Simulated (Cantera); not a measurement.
Charge: 1 mol V, 1.1 mol N2O, 1.9 mol N2, equilibrated at 1 atm.

Cantera equilibrium calculation (NASA polynomials, part measured and part estimated; ideal gas, pure solids and liquids). Candidate condensed phases: V, VN, VO, V2O3, V2O4, V2O5; 13 gas species. Mutual solubility and eutectic melting of coexisting phases are not modelled. VN, VO: taken at fixed stoichiometry. Condensed phases not in the tables: the oxides between V2O3 and V2O5 other than VO2, solid solutions among these carbides, nitrides and lower oxides, V2N. Equilibrium is a limit: real reactors are often held back by kinetics, nucleation or transport.

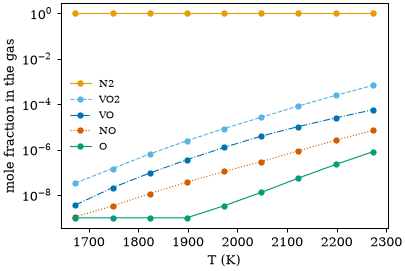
Equilibrium gas composition (values under 1e-9 drawn at 1e-9)

At 1673 K the condensed part is VN(s) + V2O3(s). From 1748 K to 2048 K the condensed part is VO(s) + V2O3(s). From 2123 K to 2273 K the condensed part is VO(l) + V2O3(s). The main V-bearing gas is VO2 throughout.
